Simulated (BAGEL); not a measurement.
# C3H9B (trimethylborane) at HF/def2-SVP (density fitting with cc-pvqz-jkfit)

What is the energy change on altering one bond length of C3H9B (trimethylborane) at HF/def2-SVP (density fitting with cc-pvqz-jkfit)? 

The calculation is run with BAGEL 1.2.2.

3 further runs of the same task are left out: 3 set aside as unsound or not needed.

## Step 1: Starting point

The species is C3H9B (13 atoms), meant as a singlet with charge 0. SMILES: `CB(C)C`. The shape is that of a PBE0-D4/def2-TZVP optimisation.

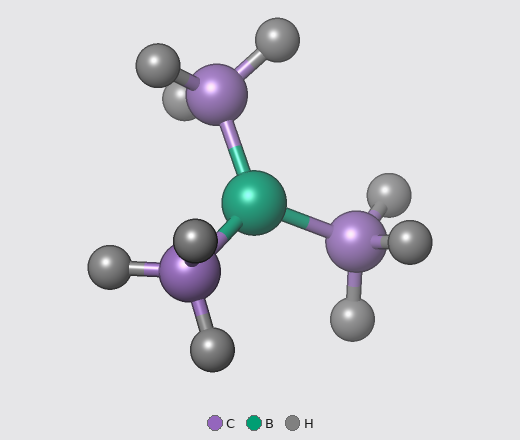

The structure, seen from a chosen angle (carbon purple, boron teal, hydrogen grey).

## Step 2: The energy at HF/def2-SVP (density fitting with cc-pvqz-jkfit)

Contents of hf.json:

```json
{ "bagel" : [

{
  "title" : "molecule",
  "basis" : "svp",
  "df_basis" : "cc-pvqz-jkfit",
  "angstrom" : true,
  "geometry" : [
    { "atom" : "C", "xyz" : [   -0.854410,    1.203250,   -0.526250 ] },
    { "atom" : "B", "xyz" : [    0.009670,   -0.001820,   -0.012960 ] },
    { "atom" : "C", "xyz" : [    1.025940,    0.218020,    1.160910 ] },
    { "atom" : "C", "xyz" : [   -0.157970,   -1.424520,   -0.651290 ] },
    { "atom" : "H", "xyz" : [   -1.389200,    1.030580,   -1.462480 ] },
    { "atom" : "H", "xyz" : [   -0.260570,    2.119020,   -0.618160 ] },
    { "atom" : "H", "xyz" : [   -1.603200,    1.429680,    0.246020 ] },
    { "atom" : "H", "xyz" : [    1.086650,   -0.636310,    1.841660 ] },
    { "atom" : "H", "xyz" : [    0.876090,    1.133000,    1.738570 ] },
    { "atom" : "H", "xyz" : [    2.022550,    0.291940,    0.699870 ] },
    { "atom" : "H", "xyz" : [   -0.238440,   -1.389520,   -1.742070 ] },
    { "atom" : "H", "xyz" : [   -1.123710,   -1.821720,   -0.305050 ] },
    { "atom" : "H", "xyz" : [    0.606590,   -2.151600,   -0.368790 ] }
  ]
},
{
  "title" : "hf"
},
{
  "title" : "print",
  "file" : "orbitals.molden",
  "orbitals" : true
}

]}
```

The run is started by

```bash
$ BAGEL_NUM_THREADS=1 BAGEL hf.json > hf.out
```

The log of the run:

```text
* using 1 threads per process

  ===============================================================
  ===============================================================

  *** Geometry ***

  { "atom" : "C", "xyz" : [     -1.614601,      2.273813,     -0.994468 ] },
  { "atom" : "B", "xyz" : [      0.018274,     -0.003439,     -0.024491 ] },
  { "atom" : "C", "xyz" : [      1.938746,      0.411998,      2.193802 ] },
  { "atom" : "C", "xyz" : [     -0.298520,     -2.691953,     -1.230760 ] },
  { "atom" : "H", "xyz" : [     -2.625208,      1.947514,     -2.763687 ] },
  { "atom" : "H", "xyz" : [     -0.492406,      4.004367,     -1.168153 ] },
  { "atom" : "H", "xyz" : [     -3.029609,      2.701704,      0.464910 ] },
  { "atom" : "H", "xyz" : [      2.053471,     -1.202452,      3.480233 ] },
  { "atom" : "H", "xyz" : [      1.655570,      2.141060,      3.285421 ] },
  { "atom" : "H", "xyz" : [      3.822066,      0.551687,      1.322563 ] },
  { "atom" : "H", "xyz" : [     -0.450586,     -2.625812,     -3.292035 ] },
  { "atom" : "H", "xyz" : [     -2.123504,     -3.442552,     -0.576461 ] },
  { "atom" : "H", "xyz" : [      1.146289,     -4.065935,     -0.696912 ] },

  Number of auxiliary basis functions:      883

  Since a DF basis is specified, we compute 2- and 3-index integrals:
    o Being stored without compression. Storage requirement is 0.072 GB

  Number of basis functions:      101
  Number of electrons      :       32

    * METHOD: MOLECULE                             0.80

  *** RHF ***

  === Nuclear Repulsion ===
   112.8074522869

      * DIIS with orbital gradients will be used.

  === RHF iteration (svp) ===
      0       -143.22690442          0.01682281           0.12
      1       -143.41376363          0.00698642           0.12
      2       -143.44287150          0.00138084           0.12
      3       -143.44464345          0.00013484           0.12
      4       -143.44466359          0.00004609           0.12
      5       -143.44466564          0.00000837           0.12
      6       -143.44466572          0.00000202           0.12
      7       -143.44466573          0.00000063           0.12
      8       -143.44466573          0.00000018           0.12
      9       -143.44466573          0.00000006           0.12
     10       -143.44466573          0.00000001           0.12
     11       -143.44466573          0.00000000           0.12
    * SCF iteration converged.

    * Permanent dipole moment:
           (    0.009025,    -0.002890,    -0.011505) a.u.

    * METHOD: HF                                   1.72

    * METHOD: PRINT                                0.02

  ===============================================================
```

Run time: 2.7 s. Hardware: 1 thread of Arm Neoverse V2, shared host; peak memory 0.21 GiB.

## Step 3: The distorted shape

Contents of input.json:

```json
{ "bagel": [

{
  "title": "molecule",
  "basis": "svp",
  "df_basis": "cc-pvqz-jkfit",
  "angstrom": true,
  "geometry": [
    { "atom": "C", "xyz": [      -0.757844,       1.161249,       0.782717 ] },
    { "atom": "B", "xyz": [       0.106236,      -0.043821,       1.296007 ] },
    { "atom": "C", "xyz": [       1.122506,       0.176019,       2.469877 ] },
    { "atom": "C", "xyz": [      -0.061404,      -1.466521,       0.657677 ] },
    { "atom": "H", "xyz": [      -1.292634,       0.988579,      -0.153513 ] },
    { "atom": "H", "xyz": [      -0.164004,       2.077019,       0.690807 ] },
    { "atom": "H", "xyz": [      -1.506634,       1.387679,       1.554987 ] },
    { "atom": "H", "xyz": [       1.183216,      -0.678311,       3.150627 ] },
    { "atom": "H", "xyz": [       0.972656,       1.090999,       3.047537 ] },
    { "atom": "H", "xyz": [       2.119116,       0.249939,       2.008837 ] },
    { "atom": "H", "xyz": [      -0.238440,      -1.389520,      -1.742070 ] },
    { "atom": "H", "xyz": [      -1.027144,      -1.863721,       1.003917 ] },
    { "atom": "H", "xyz": [       0.703156,      -2.193601,       0.940177 ] }
  ]
},

{ "title": "hf" },

{ "title": "print", "file": "orbitals.molden", "orbitals": true }

]}
```

The run is started by

```bash
$ BAGEL_NUM_THREADS=1 BAGEL input.json > input.out
```

The log of the run:

```text
* using 1 threads per process

  ===============================================================
  ===============================================================

  *** Geometry ***

  { "atom" : "C", "xyz" : [     -1.432118,      2.194443,      1.479121 ] },
  { "atom" : "B", "xyz" : [      0.200757,     -0.082810,      2.449098 ] },
  { "atom" : "C", "xyz" : [      2.121229,      0.332628,      4.667391 ] },
  { "atom" : "C", "xyz" : [     -0.116037,     -2.771323,      1.242829 ] },
  { "atom" : "H", "xyz" : [     -2.442724,      1.868144,     -0.290098 ] },
  { "atom" : "H", "xyz" : [     -0.309923,      3.924997,      1.305436 ] },
  { "atom" : "H", "xyz" : [     -2.847126,      2.622333,      2.938500 ] },
  { "atom" : "H", "xyz" : [      2.235954,     -1.281822,      5.953822 ] },
  { "atom" : "H", "xyz" : [      1.838053,      2.061689,      5.759010 ] },
  { "atom" : "H", "xyz" : [      4.004549,      0.472316,      3.796152 ] },
  { "atom" : "H", "xyz" : [     -0.450586,     -2.625812,     -3.292035 ] },
  { "atom" : "H", "xyz" : [     -1.941021,     -3.521922,      1.897128 ] },
  { "atom" : "H", "xyz" : [      1.328772,     -4.145305,      1.776677 ] },

  Number of auxiliary basis functions:      883

  Since a DF basis is specified, we compute 2- and 3-index integrals:
    o Being stored without compression. Storage requirement is 0.072 GB

  Number of basis functions:      101
  Number of electrons      :       32

    * METHOD: MOLECULE                             0.82

  *** RHF ***

  === Nuclear Repulsion ===
   110.0132896538

      * DIIS with orbital gradients will be used.

  === RHF iteration (svp) ===
      0       -142.90830848          0.01895769           0.12
      1       -143.11663621          0.01346080           0.12
      2       -143.23776138          0.00206738           0.12
      3       -143.24261957          0.00094317           0.12
      4       -143.24336383          0.00014006           0.13
      5       -143.24340959          0.00006241           0.13
      6       -143.24341409          0.00001432           0.12
      7       -143.24341441          0.00000483           0.12
      8       -143.24341444          0.00000231           0.12
      9       -143.24341445          0.00000079           0.12
     10       -143.24341445          0.00000037           0.12
     11       -143.24341445          0.00000018           0.12
     12       -143.24341445          0.00000007           0.12
     13       -143.24341445          0.00000002           0.12
     14       -143.24341445          0.00000001           0.13
    * SCF iteration converged.

    * Permanent dipole moment:
           (   -0.090607,    -0.047161,    -1.032616) a.u.

    * METHOD: HF                                   2.14

    * METHOD: PRINT                                0.02

  ===============================================================
```

Run time: 3.3 s. Hardware: 1 thread of Arm Neoverse V2, shared host; peak memory 0.21 GiB.

## Step 4: What came out

Level: HF/def2-SVP (density fitting with cc-pvqz-jkfit).

```
                                                          quantity          value
                                         first shape: total energy  -143.44467 Eh
                                        first shape: dipole moment         0.04 D
                                          first shape: HOMO energy      -11.95 eV
                                          first shape: LUMO energy        3.80 eV
                                        first shape: HOMO–LUMO gap       15.75 eV
                                     distorted shape: total energy  -143.24341 Eh
                                    distorted shape: dipole moment         2.64 D
                                      distorted shape: HOMO energy       -8.81 eV
                                      distorted shape: LUMO energy        0.34 eV
                                    distorted shape: HOMO–LUMO gap        9.14 eV
energy change with the C4–H11 bond stretched from 1.094 to 2.408 Å       5.476 eV
```

What this shows: One bond (distorted shape) is far stretched, which a spin-restricted single reference describes badly; a broken-symmetry solution may lie lower. With the C4–H11 bond stretched from 1.094 to 2.408 Å the energy rises by 5.48 eV (126 kcal/mol). The first shape isn't relaxed at this level, so the change isn't measured from a minimum. A restricted reference can't describe the breaking bond well at this length.
